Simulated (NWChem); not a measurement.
**GaH2O (SMILES [O][GaH2]) at UHF/6-31G(d,p) (spherical functions)**

What is the vertical ionisation energy of GaH2O at UHF/6-31G** (spherical functions)? 

The calculation is run with NWChem 7.3.0.

### 1 The molecule

The species is GaH2O (4 atoms), meant as a doublet with charge 0. SMILES: `[O][GaH2]`. The shape is that of a PBE0-D4/def2-TZVP optimisation.

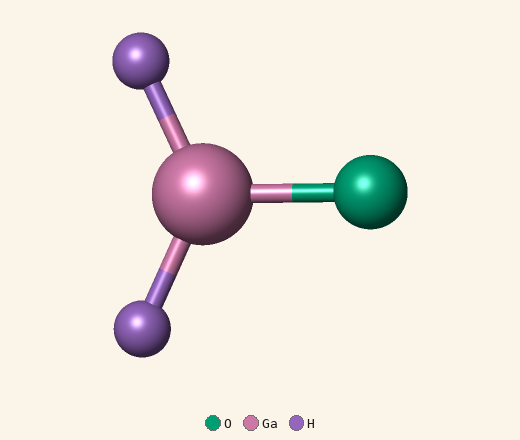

The structure, seen from a chosen angle (oxygen teal, gallium pink, hydrogen purple).

### 2 A single-point energy at UHF/6-31G(d,p) (spherical functions)

calc.nw reads:

```
START calc
TITLE "GaH2O"
memory stack 880 mb heap 220 mb global 1100 mb
GEOMETRY units angstrom noautosym nocenter noautoz
 O       -0.885700      -0.494600       1.322100
 Ga       0.078800       0.019500      -0.100900
 H       -0.675200      -0.040800      -1.460300
 H        1.537600       0.455600       0.218700
END
BASIS spherical bse
 * library 6-31G**
END
SCF
 nopen 1
 uhf
 thresh 1e-08
 maxiter 80
 print low
END
TASK scf energy
```

Started as:

```
$ nwchem calc.nw > calc.out
```

Output:

```text
[...]
  functions       =    56
[...]
  wavefunction    = UHF
[...]
         Total SCF energy =  -1998.947460738400
      One electron energy =  -2982.395788574051
      Two electron energy =    886.035898722854
 Nuclear repulsion energy =     97.412429112797
                       Sz =      0.5000
                 Sz(Sz+1) =      0.7500
                      S^2 =      0.7592
[...]
```

Run time: 16 s. Hardware: 1 thread of Intel Xeon Platinum 8488C (Sapphire Rapids), shared host; peak memory 0.096 GiB.

### 3 The singlet cation

mol.nw reads:

```
start mol
memory 2200 mb
charge 1

geometry noautosym nocenter noautoz
O     -0.885700    -0.494600     1.322100
Ga     0.078800     0.019500    -0.100900
H     -0.675200    -0.040800    -1.460300
H      1.537600     0.455600     0.218700
end

basis spherical bse
* library 6-31G**
end

scf
thresh 1e-08
maxiter 80
noprint "final vectors analysis"
end

task scf energy
```

Started as:

```
$ nwchem mol.nw > mol.out
```

Output:

```text
[...]
  functions       =    56
[...]
  wavefunction    = RHF
[...]
         Total SCF energy =  -1998.480963101985
      One-electron energy =  -2969.875204512286
      Two-electron energy =    873.981812297503
 Nuclear repulsion energy =     97.412429112797
        Time for solution =     13.8s
[...]
```

Wall time 15 s (1 thread of Intel Xeon Platinum 8488C (Sapphire Rapids), shared host); peak memory 0.094 GiB.

### 4 Summary of results

Level: UHF/6-31G** (spherical functions).

```
                                          quantity           value
                       doublet GaH2O: total energy  -1998.94746 Eh
                               doublet GaH2O: ⟨S²⟩           0.759
                      singlet cation: total energy  -1998.48096 Eh
vertical ionisation energy (to the singlet cation)       12.694 eV
```

What this shows: Removing an electron at fixed nuclei costs 12.69 eV (293 kcal/mol). Only the singlet of the ionised species was computed; a triplet could lie lower. Mulliken charges (singlet cation) run from +0.07 on O1 to +0.61 on Ga2.
